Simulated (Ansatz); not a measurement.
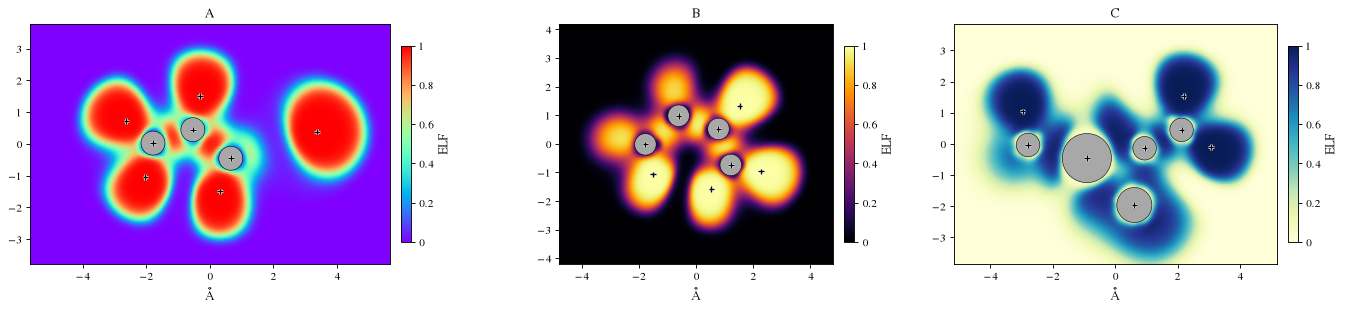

The electron localisation function of 3 systems, each on a plane through atoms (crosses mark nuclei in the plane; grey discs cover the cores).

All numbers below come from Ansatz 0.2.0, RKS PBE0-D4/def2-TZVPP.

System 1: C$_{4}$H$_{8}$Si (SMILES C=CC1C[SiH2]1), the plane of atoms C1, C2 and H8. Geometry: PBE0-D4/def2-TZVP.

```
atom    x (Å)    y (Å)    z (Å)
   C  -1.6717   0.9662  -0.5329
   C  -1.3155  -0.1154   0.1549
   C  -0.0176  -0.8041   0.1181
   C   1.1202  -0.2937  -0.7756
  Si   1.4393  -0.0617   1.0276
   H  -2.6515   1.4084  -0.4020
   H  -1.0115   1.4471  -1.2458
   H  -2.0336  -0.5443   0.8507
   H  -0.0883  -1.8872   0.1879
   H   0.9035   0.5717  -1.3923
   H   1.6741  -1.0585  -1.3094
   H   2.4132  -0.9403   1.7113
   H   1.2597   1.2769   1.6225
```

System 2: C$_{3}$H$_{5}$AlS (SMILES C=[C]1[S][Al]1[CH3]), the plane of atoms C1, C2 and Al4. Geometry: PBE0-D4/def2-TZVP.

```xyz
10

C    -0.6813   -1.3009   -2.1545
C    -0.2326   -0.9619   -0.9555
S     0.4910   -2.0947    0.3140
Al    0.2493    0.0161    0.5737
C     0.4684    1.5609    1.7140
H    -1.0861   -0.5415   -2.8160
H    -0.6669   -2.3231   -2.5234
H     0.1994    2.4838    1.1967
H    -0.1626    1.4682    2.6019
H     1.5045    1.6422    2.0519
```

System 3: C$_{3}$H$_{8}$BN (SMILES BNCC=C), the plane of atoms C4, C5 and H13. Geometry: PBE0-D4/def2-TZVP.

```json
{"atom": "B", "x (Å)": "-0.5999", "y (Å)": "1.5270", "z (Å)": "1.7495"}
{"atom": "N", "x (Å)": "-0.7151", "y (Å)": "0.4640", "z (Å)": "0.8709"}
{"atom": "C", "x (Å)": "-0.1654", "y (Å)": "0.3747", "z (Å)": "-0.4676"}
{"atom": "C", "x (Å)": "0.8142", "y (Å)": "-0.7473", "z (Å)": "-0.5990"}
{"atom": "C", "x (Å)": "0.6923", "y (Å)": "-1.7463", "z (Å)": "-1.4606"}
{"atom": "H", "x (Å)": "-1.1019", "y (Å)": "1.4380", "z (Å)": "2.8323"}
{"atom": "H", "x (Å)": "-0.0021", "y (Å)": "2.5046", "z (Å)": "1.3986"}
{"atom": "H", "x (Å)": "-1.2015", "y (Å)": "-0.3726", "z (Å)": "1.1580"}
{"atom": "H", "x (Å)": "0.3251", "y (Å)": "1.3296", "z (Å)": "-0.6770"}
{"atom": "H", "x (Å)": "-0.9658", "y (Å)": "0.2487", "z (Å)": "-1.2056"}
{"atom": "H", "x (Å)": "1.6624", "y (Å)": "-0.7142", "z (Å)": "0.0816"}
{"atom": "H", "x (Å)": "-0.1510", "y (Å)": "-1.8024", "z (Å)": "-2.1428"}
{"atom": "H", "x (Å)": "1.4290", "y (Å)": "-2.5386", "z (Å)": "-1.5235"}
```

Question: Match each panel to its system.

Answer: Panel A is system 3, C$_{3}$H$_{8}$BN: the plane holds C and H. C–C (1.32 Å): the ELF peaks at about 0.95 between the atoms: a short, multiple covalent bond. Panel B is system 1, C$_{4}$H$_{8}$Si: the plane holds C and H. C–C (1.33 Å): the ELF peaks at about 0.95 between the atoms: a multiple bond. Panel C is system 2, C$_{3}$H$_{5}$AlS: the plane holds C, S, Al and H. C–C (1.32 Å): the ELF peaks at about 0.95 between the atoms: a multiple bond.
